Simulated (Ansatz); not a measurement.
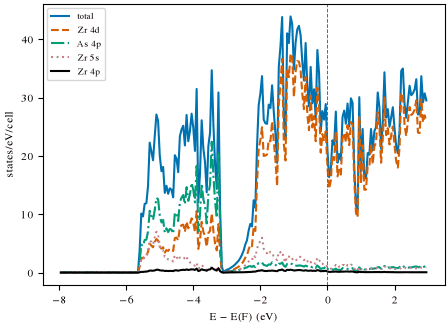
Figure. Total and projected density of states of Zr3As in space group P4_2/n (No. 86; Zr on 8g, Zr on 8g, Zr on 8g, As on 8g), plane-wave PAW r²SCAN (Ansatz code)

Task: Which orbitals carry the states next to the Fermi level?

Result: Within 0.5 eV of the Fermi level: Zr 4d 86 %, Zr 5s 5 %. Projections are on Löwdin-orthogonalised atomic valence shells; empty p or d shells of many metals are not among them.

Task: Where is the tallest occupied peak in this window, and what makes it?

Result: Near -1.1 eV, about 44 states/eV per cell; the largest projected share is Zr 4d.

The first step of the workflow began from a Materials Project structure, measured or hypothetical; the Crystallography Open Database copy checked does not list it. Whether it is the stable phase at ambient conditions was not checked. The r²SCAN relaxation kept the symmetry of its start; its stability against distortions is not shown here. The run is not spin-polarised. Scalar-relativistic: spin–orbit coupling is off unless named, which matters more the heavier the elements.

Potentials: the later of the program's two PAW sets.
